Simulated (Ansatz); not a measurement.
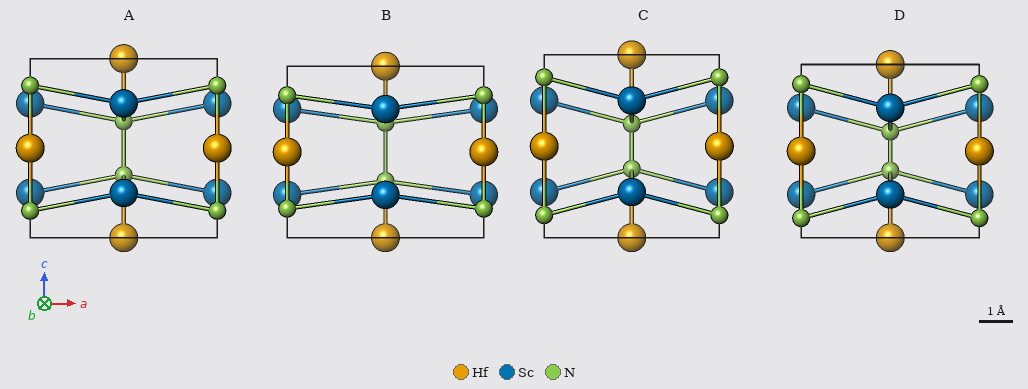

4 geometries from one relaxation of crystalline HfSc$_{2}$N$_{2}$ (a generated structure, set up in I4/mmm) (coarse preliminary run), in shuffled order. A ball-and-stick model of the conventional cell (2 times the calculation's cell), seen along the b axis. Lengths and directions refer to the drawn axes.

These are results of Ansatz, DFT PBE, scalar-relativistic, plane waves, PAW, not measurements. Settings: plane-wave cutoff 420 eV; k-point mesh 4 × 4 × 4; occupations gaussian; smearing width 0.1 eV; no spin polarisation; cell and atoms relaxed; force threshold 0.04 eV/Å; at most 70 steps.

Q: Order the frames from highest to lowest energy.

A: B, A, D, C. They are steps 0, 1, 2, 7, at +966 meV per atom, +274 meV per atom, +144 meV per atom relative to the last. After 6 accepted moves (7 points after the start) the energy has fallen by 966 meV per atom. Largest force component: 13 eV/Å at the start, 0.0089 eV/Å at the end. The pressure goes from 14.63 to −0.22 GPa. At 1 point the geometry stayed and the basis and grid were re-selected for the new cell (energy shift of 1.2 meV per atom at most each time). The largest moves relative to the cell, 0.26 Å, are those of N atoms. Sc and Hf stay in place. Cell: a = b 5.984 → 5.332 Å (−10.9 %), c 5.221 → 5.568 Å (+6.6 %). Volume −15.4 %. Some distances before and after: N–N 1.773 → 1.376 Å, Hf–N 1.724 → 2.096 Å, N–Sc 3.021 → 2.757 Å, Hf–Sc 3.264 → 3.007 Å. The space group stays I4/mmm (No. 139).
